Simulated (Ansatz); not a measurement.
**Profile along the Mo–Mo line in Mo (bcc, W type)**

Mo (bcc, W type), conventional cell a = 3.161 Å, b = 3.161 Å, c = 3.161 Å, α = 90.00°, β = 90.00°, γ = 90.00°. The calculation uses the primitive cell of 1 atom, to which meshes and values per cell refer.

Fields along a shortest Mo–Mo line of a {211} plane (2.74 Å), from Mo to Mo, interpolated on the slice's grid (step about 0.2 Å). All values below come from PBE (plane waves to 420 eV, PAW, scalar-relativistic; Ansatz, a quantum-chemistry and plane-wave program). k mesh 21×21×21. These are valence fields of a PAW run, semicore shells included where kept as valence: close to a nucleus they are smooth pseudo fields. Mo is run without spin polarisation. Mo was relaxed with its symmetry unable to fall. The PAW data are Ansatz's earlier set.

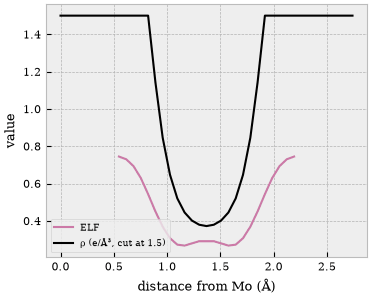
Figure: ELF (away from the nuclei) and valence density from Mo to Mo.

Density on the Mo–Mo line (2.74 Å) at its midpoint: 0.37 e/Å³. ELF at that point: 0.3.
